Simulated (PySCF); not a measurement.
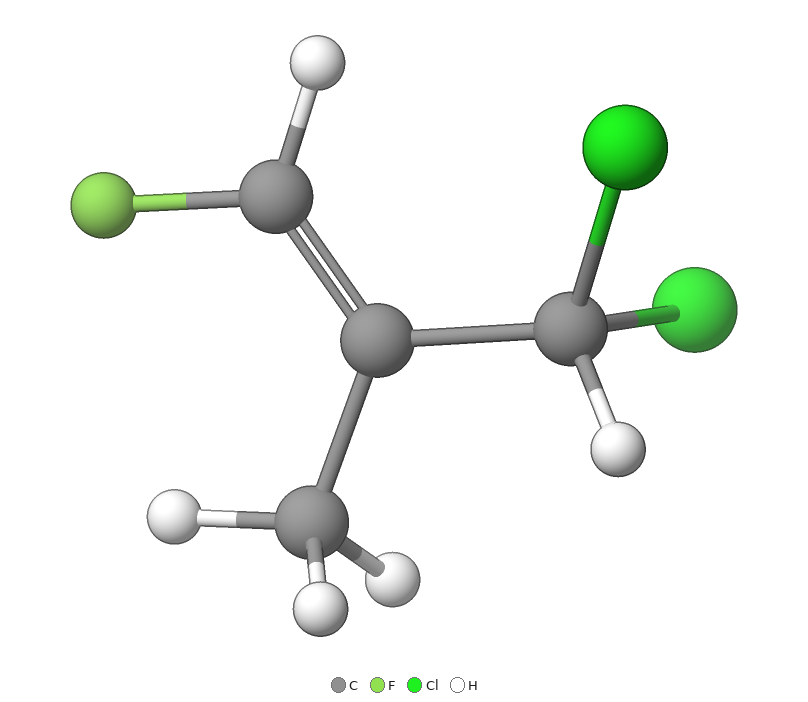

Double and triple bonds are drawn as two and three sticks.

The geometry was computed by an optimisation with GFN2-xTB. No frequency run is at hand to confirm it as a minimum.

Description:

The molecule is C₄H₅Cl₂F. SMILES: `C/C(=C\F)C(Cl)Cl`. It has no ring. Among its groups: alkene, C–F bond, C–Cl bond. This geometry has C1 symmetry. Coordination: 2 C tetrahedral; 2 C trigonal planar.

The parts below concern this one geometry. Atoms keep their numbers from picture to picture.

Shape

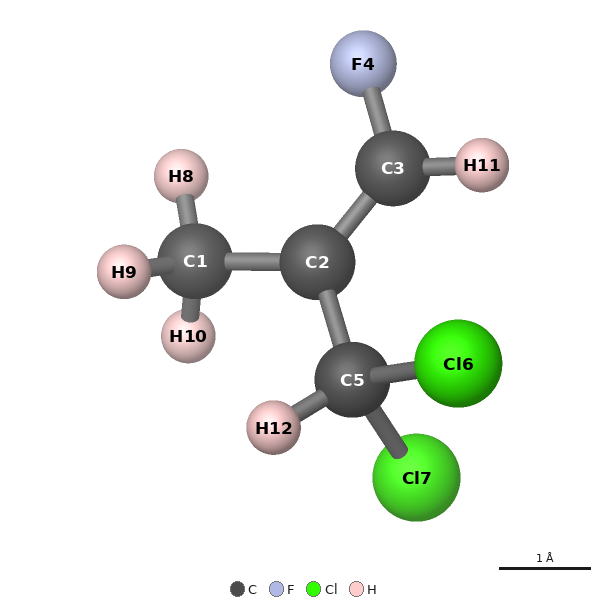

Atoms carry their numbers in the input. No frequency run is at hand to confirm it as a minimum.

Estimate the angles C2–C1–H8, C2–C1–H9, C2–C1–H10, C2–C3–F4, C2–C3–H11, C2–C5–Cl7, C2–C5–H12, C3–C2–C5, F4–C3–H11, Cl6–C5–Cl7, Cl6–C5–H12, Cl7–C5–H12.

| angle | degrees |
| --- | --- |
| C2–C1–H8 | 110.3 |
| C2–C1–H9 | 110.2 |
| C2–C1–H10 | 109.9 |
| C2–C3–F4 | 121.7 |
| C2–C3–H11 | 126.0 |
| C2–C5–Cl7 | 108.9 |
| C2–C5–H12 | 111.7 |
| C3–C2–C5 | 121.4 |
| F4–C3–H11 | 112.2 |
| Cl6–C5–Cl7 | 108.8 |
| Cl6–C5–H12 | 107.3 |
| Cl7–C5–H12 | 106.2 |

Electronic properties

No frequency run is at hand to confirm it as a minimum. Method: PBE0/def2-SVPD, gas phase (PySCF 2.14.0). Excitations: vertical, linear response.

What does the calculation give?

- dipole moment: 1.57 D
- HOMO energy (Kohn–Sham orbital): −7.65 eV
- LUMO energy (Kohn–Sham orbital): −0.86 eV
- HOMO–LUMO gap: 6.79 eV
- mean static polarisability: 77.4 bohr³
- lowest vertical singlet excitation: 5.98 eV
- its oscillator strength: 0.090

Charges

The questions are on Mulliken charges. No frequency run is at hand to confirm it as a minimum. Level of theory: PBE0/pcSseg-1, gas phase (PySCF 2.14.0).

Give the Mulliken charges atom by atom.

```json
{"atom": "C1", "value (e)": "−0.15"}
{"atom": "C2", "value (e)": "−0.39"}
{"atom": "C3", "value (e)": "0.39"}
{"atom": "F4", "value (e)": "−0.27"}
{"atom": "C5", "value (e)": "−0.18"}
{"atom": "Cl6", "value (e)": "−0.05"}
{"atom": "Cl7", "value (e)": "−0.06"}
{"atom": "H8", "value (e)": "0.13"}
{"atom": "H9", "value (e)": "0.14"}
{"atom": "H10", "value (e)": "0.14"}
{"atom": "H11", "value (e)": "0.11"}
{"atom": "H12", "value (e)": "0.20"}
```

Bond orders

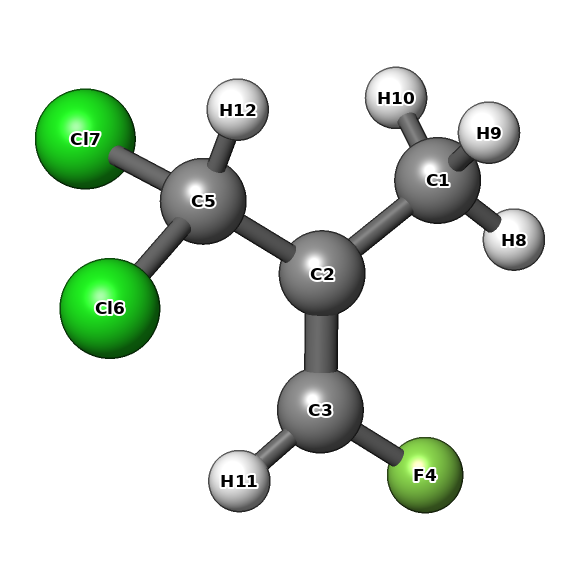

The thickness of each stick grows with its Mayer bond order. No frequency run is at hand to confirm it as a minimum. Method: PBE0/pcSseg-1 (PySCF 2.14.0).

> Which bond has the highest Mayer bond order?

C2–C3, 1.82, at a length of 1.327 Å.

List the Mayer bond orders of C1–C2, C1–H8, C1–H9, C1–H10, C2–C3, C2–C5, C3–F4, C3–H11, C5–Cl6, C5–Cl7, C5–H12.

| bond | Mayer order | length (Å) |
| --- | --- | --- |
| C1–C2 | 1.04 | 1.498 |
| C1–H8 | 0.95 | 1.086 |
| C1–H9 | 0.95 | 1.089 |
| C1–H10 | 0.95 | 1.089 |
| C2–C3 | 1.82 | 1.327 |
| C2–C5 | 0.95 | 1.494 |
| C3–F4 | 0.95 | 1.338 |
| C3–H11 | 0.97 | 1.079 |
| C5–Cl6 | 1.03 | 1.773 |
| C5–Cl7 | 1.02 | 1.798 |
| C5–H12 | 0.92 | 1.092 |

Mulliken values depend strongly on the basis set and can even reverse the polarity of a bond.
